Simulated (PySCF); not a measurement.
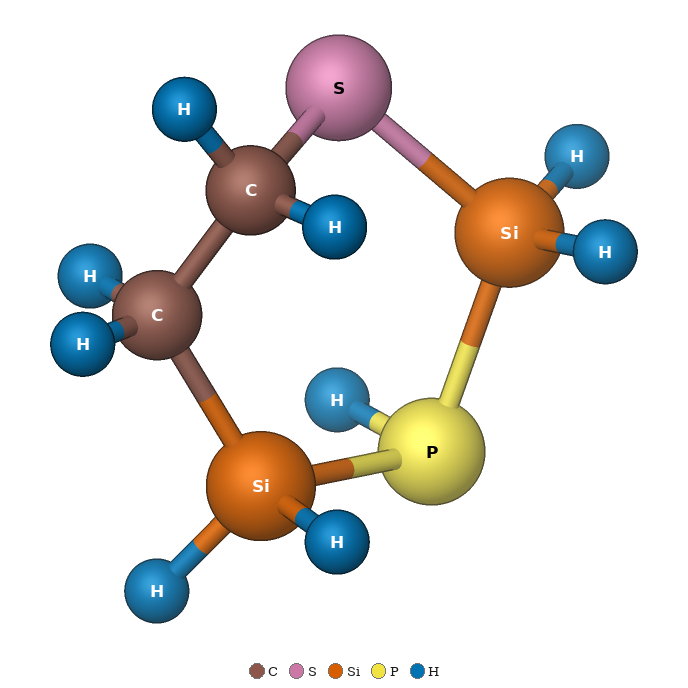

The geometry was computed by an optimisation with GFN2-xTB. No frequency run is at hand to confirm it as a minimum. Properties computed with CAM-B3LYP/def2-SVPD, gas phase (PySCF 2.14.0). Excitations: vertical, linear response.

What does the calculation give?

The species is C2H9PSSi2 (`C1CS[SiH2]P[SiH2]1`).
- dipole moment: 1.56 D
- HOMO energy (Kohn–Sham orbital): −7.89 eV
- LUMO energy (Kohn–Sham orbital): 0.70 eV
- HOMO–LUMO gap: 8.60 eV
- mean static polarisability: 120.3 bohr³
- lowest vertical singlet excitation: 5.47 eV
- its oscillator strength: 0.033
- brightest of the 8 lowest singlets: 6.43 eV
- its oscillator strength: 0.05

The geometry is semi-empirical. Around P, Si such bond lengths and angles can be off by a tenth of an ångström or more and by several degrees, and values that hang on the shape move with them.
